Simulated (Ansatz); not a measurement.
CH₄AlF: molecular dynamics (part 2 of 2)

Continued. System: CH₄AlF. Method: UKS PBE/6-31G (Ansatz 0.2.0). It belongs to a series of runs on one base structure; here: dynamics from the start.

Geometry of the input (Å):
```
Al -0.3928  -0.6425  -0.2550
F  -1.4562  -2.3007  -1.0351
H  -0.2911  -2.2832  -1.3870
C  0.3940  1.0429  0.5442
H  0.9551  0.8426  1.4668
H  1.1173  1.5062  -0.1375
H  -0.3264  1.8348  0.8037
```

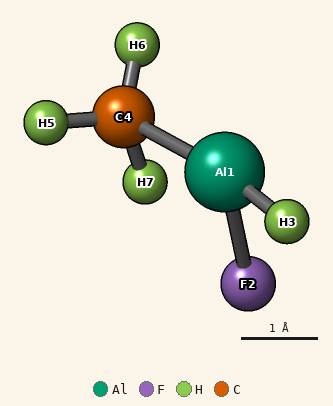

The geometry at step 139 of the log (ball-and-stick view, seen at a tilt; atoms are numbered from 1 in the order of the input).

Output, continued
```
md step   113: t =    56.50 fs  T =  4490.9 K  F+E_penalty+E_count = -10407.16314161 eV  E_kin = 2.902479 eV  conserved = -10404.26066264 eV  (24 SCF iters)
md step   114: t =    57.00 fs  T =  4344.1 K  F+E_penalty+E_count = -10407.06779957 eV  E_kin = 2.807579 eV  conserved = -10404.26022095 eV  (25 SCF iters)
md step   115: t =    57.50 fs  T =  4199.7 K  F+E_penalty+E_count = -10406.97393526 eV  E_kin = 2.714277 eV  conserved = -10404.25965777 eV  (25 SCF iters)
md step   116: t =    58.00 fs  T =  4070.8 K  F+E_penalty+E_count = -10406.89013012 eV  E_kin = 2.630975 eV  conserved = -10404.25915558 eV  (25 SCF iters)
md step   117: t =    58.50 fs  T =  3968.8 K  F+E_penalty+E_count = -10406.82396259 eV  E_kin = 2.565047 eV  conserved = -10404.25891578 eV  (24 SCF iters)
md step   118: t =    59.00 fs  T =  3899.1 K  F+E_penalty+E_count = -10406.77902592 eV  E_kin = 2.519994 eV  conserved = -10404.25903202 eV  (25 SCF iters)
md step   119: t =    59.50 fs  T =  3859.1 K  F+E_penalty+E_count = -10406.75356560 eV  E_kin = 2.494141 eV  conserved = -10404.25942447 eV  (25 SCF iters)
md step   120: t =    60.00 fs  T =  3840.0 K  F+E_penalty+E_count = -10406.74166892 eV  E_kin = 2.481772 eV  conserved = -10404.25989669 eV  (27 SCF iters)
md step   121: t =    60.50 fs  T =  3830.9 K  F+E_penalty+E_count = -10406.73619158 eV  E_kin = 2.475932 eV  conserved = -10404.26025955 eV  (26 SCF iters)
md step   122: t =    61.00 fs  T =  3823.6 K  F+E_penalty+E_count = -10406.73163369 eV  E_kin = 2.471216 eV  conserved = -10404.26041776 eV  (26 SCF iters)
md step   123: t =    61.50 fs  T =  3814.5 K  F+E_penalty+E_count = -10406.72566171 eV  E_kin = 2.465285 eV  conserved = -10404.26037679 eV  (26 SCF iters)
md step   124: t =    62.00 fs  T =  3804.6 K  F+E_penalty+E_count = -10406.71910025 eV  E_kin = 2.458898 eV  conserved = -10404.26020253 eV  (26 SCF iters)
md step   125: t =    62.50 fs  T =  3798.5 K  F+E_penalty+E_count = -10406.71494830 eV  E_kin = 2.454969 eV  conserved = -10404.25997954 eV  (26 SCF iters)
md step   126: t =    63.00 fs  T =  3802.1 K  F+E_penalty+E_count = -10406.71705297 eV  E_kin = 2.457266 eV  conserved = -10404.25978730 eV  (25 SCF iters)
md step   127: t =    63.50 fs  T =  3820.4 K  F+E_penalty+E_count = -10406.72882918 eV  E_kin = 2.469135 eV  conserved = -10404.25969378 eV  (25 SCF iters)
md step   128: t =    64.00 fs  T =  3856.4 K  F+E_penalty+E_count = -10406.75216226 eV  E_kin = 2.492408 eV  conserved = -10404.25975399 eV  (25 SCF iters)
md step   129: t =    64.50 fs  T =  3909.2 K  F+E_penalty+E_count = -10406.78652531 eV  E_kin = 2.526514 eV  conserved = -10404.26001085 eV  (26 SCF iters)
md step   130: t =    65.00 fs  T =  3973.1 K  F+E_penalty+E_count = -10406.82832154 eV  E_kin = 2.567827 eV  conserved = -10404.26049463 eV  (25 SCF iters)
md step   131: t =    65.50 fs  T =  4037.3 K  F+E_penalty+E_count = -10406.87049939 eV  E_kin = 2.609293 eV  conserved = -10404.26120643 eV  (26 SCF iters)
md step   132: t =    66.00 fs  T =  4085.7 K  F+E_penalty+E_count = -10406.90265797 eV  E_kin = 2.640564 eV  conserved = -10404.26209404 eV  (25 SCF iters)
md step   133: t =    66.50 fs  T =  4098.6 K  F+E_penalty+E_count = -10406.91198438 eV  E_kin = 2.648953 eV  conserved = -10404.26303155 eV  (25 SCF iters)
md step   134: t =    67.00 fs  T =  4056.3 K  F+E_penalty+E_count = -10406.88536609 eV  E_kin = 2.621573 eV  conserved = -10404.26379291 eV  (24 SCF iters)
md step   135: t =    67.50 fs  T =  3943.9 K  F+E_penalty+E_count = -10406.81297565 eV  E_kin = 2.548923 eV  conserved = -10404.26405306 eV  (24 SCF iters)
md step   136: t =    68.00 fs  T =  3759.2 K  F+E_penalty+E_count = -10406.69308354 eV  E_kin = 2.429583 eV  conserved = -10404.26350011 eV  (24 SCF iters)
md step   137: t =    68.50 fs  T =  3519.2 K  F+E_penalty+E_count = -10406.53649417 eV  E_kin = 2.274483 eV  conserved = -10404.26201113 eV  (23 SCF iters)
md step   138: t =    69.00 fs  T =  3261.6 K  F+E_penalty+E_count = -10406.36782808 eV  E_kin = 2.107942 eV  conserved = -10404.25988575 eV  (24 SCF iters)
md step   139: t =    69.50 fs  T =  3036.8 K  F+E_penalty+E_count = -10406.22055781 eV  E_kin = 1.962676 eV  conserved = -10404.25788172 eV  (24 SCF iters)
md step   140: t =    70.00 fs  T =  2891.2 K  F+E_penalty+E_count = -10406.12551310 eV  E_kin = 1.868607 eV  conserved = -10404.25690606 eV  (24 SCF iters)
md step   141: t =    70.50 fs  T =  2847.2 K  F+E_penalty+E_count = -10406.09760673 eV  E_kin = 1.840162 eV  conserved = -10404.25744468 eV  (23 SCF iters)
md step   142: t =    71.00 fs  T =  2892.8 K  F+E_penalty+E_count = -10406.12884099 eV  E_kin = 1.869634 eV  conserved = -10404.25920733 eV  (25 SCF iters)
md step   143: t =    71.50 fs  T =  2988.0 K  F+E_penalty+E_count = -10406.19248816 eV  E_kin = 1.931143 eV  conserved = -10404.26134505 eV  (24 SCF iters)
md step   144: t =    72.00 fs  T =  3082.8 K  F+E_penalty+E_count = -10406.25542183 eV  E_kin = 1.992400 eV  conserved = -10404.26302151 eV  (24 SCF iters)
md step   145: t =    72.50 fs  T =  3136.0 K  F+E_penalty+E_count = -10406.29059710 eV  E_kin = 2.026778 eV  conserved = -10404.26381916 eV  (25 SCF iters)
md step   146: t =    73.00 fs  T =  3125.4 K  F+E_penalty+E_count = -10406.28371860 eV  E_kin = 2.019958 eV  conserved = -10404.26376025 eV  (25 SCF iters)
md step   147: t =    73.50 fs  T =  3048.6 K  F+E_penalty+E_count = -10406.23341984 eV  E_kin = 1.970302 eV  conserved = -10404.26311737 eV  (26 SCF iters)
md step   148: t =    74.00 fs  T =  2917.2 K  F+E_penalty+E_count = -10406.14757519 eV  E_kin = 1.885379 eV  conserved = -10404.26219577 eV  (25 SCF iters)
md step   149: t =    74.50 fs  T =  2750.3 K  F+E_penalty+E_count = -10406.03875474 eV  E_kin = 1.777506 eV  conserved = -10404.26124844 eV  (26 SCF iters)
these checks for a lower state are left out or cut short: starts, cluster_reference, orbital_swaps, neighbouring_geometries, increment
512 factors; integrals over basis functions are off by at most 2.1e-4 eV
mean field evaluation 864: about -10405.9185 eV, gradient 7.8e-1 eV
mean field -10405.92035955 eV, -382.4105198274 hartree, gradient 2.7e-5 eV, S^2 0.000000; 0 other end points of the search recorded, 0 dependent functions left out
the calculation of the forces begins
reference -10405.92039941 eV, -382.4105212921 hartree; 16, 16 occupied and 23, 23 virtual orbitals, 512 factors
512 factors; integrals over basis functions are off by at most 2.1e-4 eV
mean field -10405.92035955 eV, -382.4105198274 hartree, gradient 2.7e-5 eV, S^2 0.000000; 1 other end points of the search recorded, 0 dependent functions left out
the calculation of the forces begins
reference -10405.92039941 eV, -382.4105212921 hartree; 16, 16 occupied and 23, 23 virtual orbitals, 512 factors
md step   150: t =    75.00 fs  T =  2568.3 K  F+E_penalty+E_count = -10405.92035955 eV  E_kin = 1.659917 eV  conserved = -10404.26044210 eV  (27 SCF iters)
```

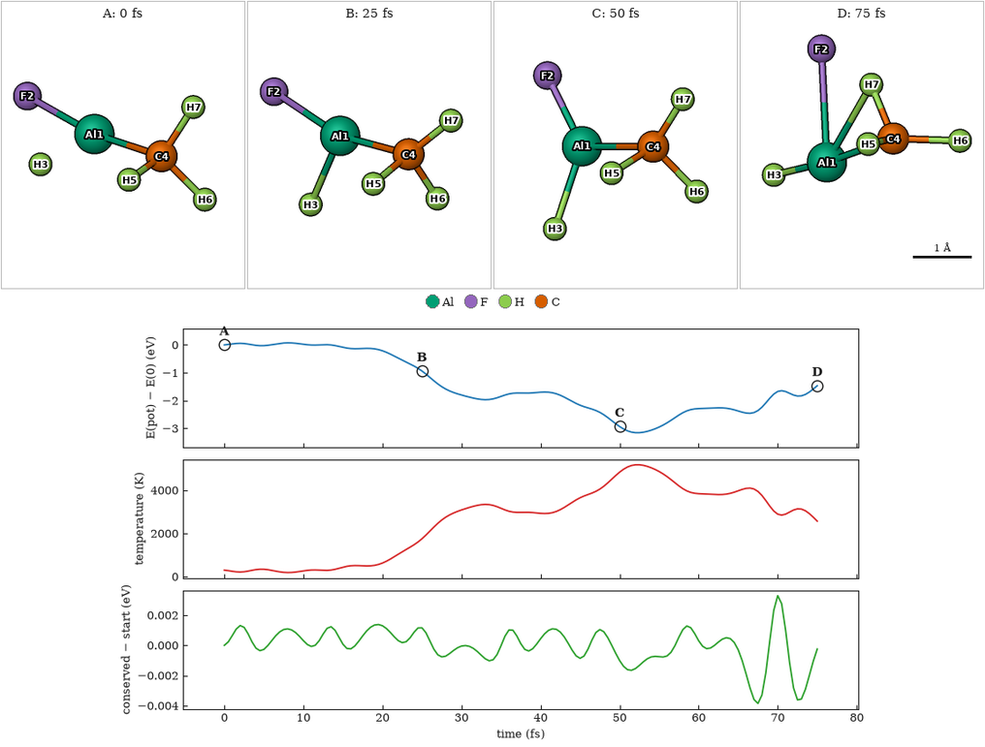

Frames of the molecular dynamics (ball-and-stick, seen at a tilt) above the curves, on which the letters mark them. The trajectory kept here has 151 frames over 75 fs. The temperature starts at 300 K, ranges from 188 to 5178 K and averages 3803 K over the second half. The potential energy ends 1.466 eV below its first value. The conserved quantity stays within 0.0071 eV. After an unweighted best fit of the last frame on the first, the root-mean-square displacement is 1.00 Å, and F2 has moved furthest (1.95 Å).

```
Total energy: -10405.92039941 eV, -382.4105212921 hartree
Atom 0 at     0.241441    -0.987662    -0.574278 Å, force    -1.882648    -1.462866    -0.798377 eV/Å
Atom 1 at    -1.687640    -1.450894    -0.469483 Å, force     1.850890    -0.577622    -0.572653 eV/Å
Atom 2 at     0.667956    -2.385502    -1.527770 Å, force     0.253718     1.153501     0.718052 eV/Å
Atom 3 at    -0.420193     0.640261     0.419155 Å, force    -0.231474     0.912138    -0.378320 eV/Å
Atom 4 at    -0.266051     0.694002     1.523387 Å, force     0.218106    -0.004806    -0.592826 eV/Å
Atom 5 at    -0.599914     1.698967    -0.038175 Å, force     0.694676    -1.824575     0.547927 eV/Å
Atom 6 at    -1.260326    -0.087084     0.164259 Å, force    -0.903270     1.804231     1.076197 eV/Å
Dipole moment:     0.571054     0.237040     0.063794 e Å
```

Trajectory as extended XYZ (Å, eV, eV/Å), 14 of the 151 frames kept, from step=0 to step=150
```
7
Properties=species:S:1:pos:R:3:forces:R:3 step=0 time_fs=0.0 energy=-10404.45409 temperature=300.0
Al   -0.3928   -0.6425   -0.2550    1.4109  -0.4533  -0.6993
F    -1.4562   -2.3007   -1.0351   -0.0989  -0.0914  -0.0932
H    -0.2911   -2.2832   -1.3870   -0.5821   0.4428   0.5214
C     0.3940    1.0429    0.5442   -0.7507   0.4306   0.4840
H     0.9551    0.8426    1.4668    0.0867  -0.3752   0.3360
H     1.1173    1.5062   -0.1375    0.1476  -0.1439  -0.6045
H    -0.3264    1.8348    0.8037   -0.2135   0.1903   0.0557
7
Properties=species:S:1:pos:R:3:forces:R:3 step=12 time_fs=6.0 energy=-10404.44718 temperature=289.8
Al   -0.4085   -0.6404   -0.2481    1.5541   0.2867  -0.1822
F    -1.4501   -2.3143   -1.0490   -0.8744  -0.1673   0.1516
H    -0.2899   -2.1031   -1.2610    0.1739  -0.1750  -0.1736
C     0.4180    1.0439    0.5477   -0.3509   0.8869   0.1441
H     0.9849    0.8960    1.5039   -0.0173  -0.2536  -0.5482
H     1.1123    1.4633   -0.2711   -0.7229  -0.5752   0.8720
H    -0.3319    1.8316    0.8100    0.2375  -0.0024  -0.2636
7
Properties=species:S:1:pos:R:3:forces:R:3 step=23 time_fs=11.5 energy=-10404.45936 temperature=308.2
Al   -0.4058   -0.6359   -0.2441    1.2024   0.4147   0.1158
F    -1.4575   -2.3289   -1.0594   -1.0486   0.1398   0.4139
H    -0.2486   -1.9843   -1.1884    0.6699  -0.6043  -0.6272
C     0.4207    1.0582    0.5598   -1.5187  -0.3370   0.1571
H     1.0283    0.8593    1.4476    0.1661  -0.1198   0.1718
H     1.0332    1.3393   -0.2963    0.4813   0.1925  -0.3841
H    -0.3042    1.8568    0.7637    0.0475   0.3142   0.1526
7
Properties=species:S:1:pos:R:3:forces:R:3 step=35 time_fs=17.5 energy=-10404.58234 temperature=499.4
Al   -0.3888   -0.6294   -0.2405    0.3447  -1.9394  -1.1501
F    -1.4819   -2.3405   -1.0629   -0.2299   1.3560   0.9456
H    -0.0070   -1.9911   -1.2656    0.4544   0.6526   0.3077
C     0.3898    1.0683    0.5755    0.1497  -0.1628  -1.2823
H     1.0936    0.7924    1.3960   -0.4607   0.2347  -0.1133
H     1.0351    1.2299   -0.3763   -0.6001   0.1396   1.1003
H    -0.2394    1.9650    0.7535    0.3418  -0.2806   0.1920
7
Properties=species:S:1:pos:R:3:forces:R:3 step=46 time_fs=23.0 energy=-10405.07257 temperature=1257.3
Al   -0.3692   -0.6435   -0.2492   -0.5181  -3.1479  -1.8553
F    -1.5090   -2.3300   -1.0510    0.2211   2.4182   1.5320
H     0.3679   -1.8305   -1.2685    0.5905   1.1765   0.6638
C     0.3549    1.0689    0.5696   -0.2468  -0.6700  -0.2783
H     1.0573    0.7746    1.3592   -0.0760  -0.1291   0.4308
H     0.9868    1.2068   -0.3094    0.4892   0.4929  -0.5875
H    -0.1285    2.0204    0.8053   -0.4599  -0.1406   0.0945
7
Properties=species:S:1:pos:R:3:forces:R:3 step=58 time_fs=29.0 energy=-10406.16455 temperature=2946.0
Al   -0.3535   -0.6955   -0.2805   -0.4804  -2.4261  -1.7839
F    -1.5334   -2.2767   -1.0118    1.2142   2.9587   1.6516
H     0.9510   -1.3180   -1.0791   -0.0549   0.2501   0.3173
C     0.3141    1.0539    0.5529    0.7886   0.2429  -0.5735
H     0.9672    0.7271    1.4042   -0.1736  -0.0931  -0.3672
H     1.0287    1.3120   -0.3249   -0.7833  -0.3271   1.0286
H    -0.1368    2.0138    0.8861   -0.5105  -0.6053  -0.2729
7
Properties=species:S:1:pos:R:3:forces:R:3 step=69 time_fs=34.5 energy=-10406.35256 temperature=3236.5
Al   -0.3428   -0.7701   -0.3293    1.2244  -0.8448  -1.3289
F    -1.5372   -2.1817   -0.9500    1.7054   2.4996   1.2304
H     1.4413   -0.7725   -0.8023   -1.4909  -1.0350  -0.0396
C     0.2835    1.0389    0.5325   -1.8368  -0.5627   1.0412
H     0.8559    0.6450    1.3900    0.1824  -0.1456   0.0255
H     0.9729    1.3643   -0.2236    0.5510   0.1348  -0.8499
H    -0.3105    1.8846    0.9045   -0.3355  -0.0462  -0.0787
7
Properties=species:S:1:pos:R:3:forces:R:3 step=81 time_fs=40.5 energy=-10406.14696 temperature=2920.5
Al   -0.3161   -0.8601   -0.3973    2.8090   2.1257   0.3242
F    -1.5144   -2.0371   -0.8621    0.2944   0.3647   0.1933
H     1.5465   -0.5154   -0.5278   -1.0428  -1.9521  -0.7107
C     0.2087    1.0101    0.5285   -1.2499  -0.4777  -0.6473
H     0.7729    0.5272    1.3617   -0.0853   0.3601  -0.1263
H     0.9674    1.4284   -0.2420   -1.3210  -0.5402   0.9960
H    -0.5792    1.7068    0.8902    0.5955   0.1195  -0.0291
7
Properties=species:S:1:pos:R:3:forces:R:3 step=92 time_fs=46.0 energy=-10406.71701 temperature=3800.9
Al   -0.2603   -0.9191   -0.4564    3.6311   4.9293   1.9562
F    -1.4906   -1.8991   -0.7782   -2.8557  -2.4984  -0.8597
H     1.3384   -0.8354   -0.4740    0.5832  -1.5442  -0.7889
C     0.0980    0.9635    0.5210   -2.1793  -2.3201   0.2357
H     0.6882    0.4986    1.3290    0.0172   0.2172   0.2859
H     0.7647    1.4202   -0.1638    0.8592   0.8171  -1.0438
H    -0.7074    1.5984    0.8806   -0.0557   0.3990   0.2145
7
Properties=species:S:1:pos:R:3:forces:R:3 step=104 time_fs=52.0 energy=-10407.60741 temperature=5176.7
Al   -0.1584   -0.9268   -0.4986    3.0283   2.7284   1.5967
F    -1.5110   -1.7872   -0.6998   -3.0270  -1.9374  -0.6752
H     1.2921   -1.6823   -0.6579   -0.3326   0.1232  -0.2219
C    -0.0636    0.8644    0.5044    1.4442   0.5224  -1.1237
H     0.5997    0.5519    1.3581   -0.1826   0.2838  -0.2570
H     0.6144    1.5326   -0.1901   -0.8693  -0.9305   1.0942
H    -0.8399    1.5562    0.9102   -0.0610  -0.7900  -0.4132
7
Properties=species:S:1:pos:R:3:forces:R:3 step=115 time_fs=57.5 energy=-10406.97393 temperature=4199.7
Al   -0.0359   -0.9046   -0.5199   -0.0767  -2.4718   0.1731
F    -1.5744   -1.7148   -0.6388    0.0534   0.0474  -0.2820
H     1.2457   -2.4270   -0.8977   -1.1089   2.1203   0.3520
C    -0.1880    0.7739    0.4708    1.3719   0.1841   0.9132
H     0.4819    0.6532    1.3524   -0.1089  -0.3130   0.1621
H     0.3691    1.5077   -0.0680    0.7941   1.1335  -1.0623
H    -1.0345    1.3451    0.8543   -0.9249  -0.7004  -0.2561
7
Properties=species:S:1:pos:R:3:forces:R:3 step=127 time_fs=63.5 energy=-10406.72883 temperature=3820.4
Al    0.0974   -0.9081   -0.5406   -2.7095  -4.0479  -0.5548
F    -1.6439   -1.6365   -0.5776    1.8057   0.8218  -0.1893
H     0.8679   -2.5821   -1.0526   -0.0696   2.1432   0.4585
C    -0.2837    0.6977    0.4473    0.8326   2.8008   0.1396
H     0.3108    0.6925    1.3941   -0.4183  -0.1121  -0.0243
H     0.1713    1.6371   -0.0895   -1.0092  -1.1884   0.6719
H    -1.4043    0.8566    0.6714    1.5682  -0.4173  -0.5016
7
Properties=species:S:1:pos:R:3:forces:R:3 step=138 time_fs=69.0 energy=-10406.36783 temperature=3261.6
Al    0.1899   -0.9503   -0.5633   -4.5836   2.1099   1.7136
F    -1.6812   -1.5527   -0.5245    1.9438   0.6939  -0.1125
H     0.5240   -2.1950   -1.1005    2.0915  -3.2694  -1.6861
C    -0.3519    0.6770    0.4329    0.0735  -1.6701   0.4834
H     0.0623    0.6831    1.4546   -0.1699   0.0723   0.0344
H    -0.1850    1.6058   -0.0406    0.1007   1.4762  -0.6688
H    -1.4159    0.3062    0.3890    0.5441   0.5871   0.2360
7
Properties=species:S:1:pos:R:3:forces:R:3 step=150 time_fs=75.0 energy=-10405.92036 temperature=2568.3
Al    0.2414   -0.9877   -0.5743   -1.8826  -1.4629  -0.7984
F    -1.6876   -1.4509   -0.4695    1.8509  -0.5776  -0.5727
H     0.6680   -2.3855   -1.5278    0.2537   1.1535   0.7181
C    -0.4202    0.6403    0.4192   -0.2315   0.9121  -0.3783
H    -0.2661    0.6940    1.5234    0.2181  -0.0048  -0.5928
H    -0.5999    1.6990   -0.0382    0.6947  -1.8246   0.5479
H    -1.2603   -0.0871    0.1643   -0.9033   1.8042   1.0762
```
